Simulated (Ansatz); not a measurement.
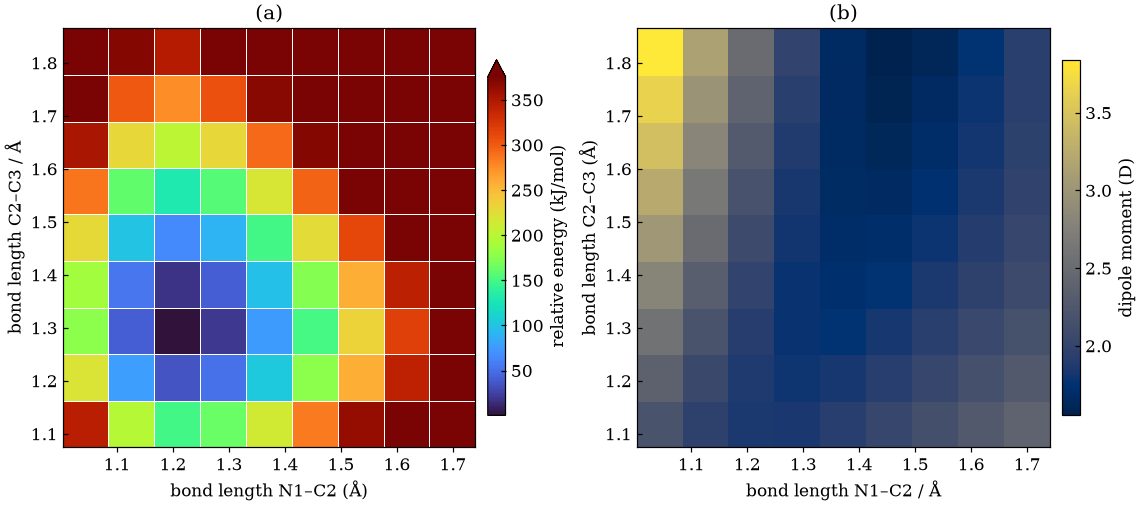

C₂H₂BrN, SMILES N=C=CBr. 
- Coordinates scanned: (1) bond length N1–C2; (2) bond length C2–C3.
- Nothing is relaxed (all other coordinates rigid).
- The scan uses a 9 × 9 grid.
- Points are written as (first, second).
- Energies are in kJ/mol, from the relaxed molecule at the same level.
- Level of theory: RKS CAM-B3LYP-D4/def2-TZVP (Ansatz 0.2.0).

Panel (a) is the energy and panel (b) the computed dipole moment on the same grid.

In the figure: one coloured cell a grid point, one colour for all values above the top of the scale.

> How does the dipole moment vary over the map, and what is it at the lowest grid point?

Leaving out the highest fifth of the energies, it runs from 1.62 D at (1.453 Å, 1.645 Å) to 3.65 D at (1.044 Å, 1.733 Å). At the lowest grid point, (1.207 Å, 1.294 Å), it is 1.91 D.
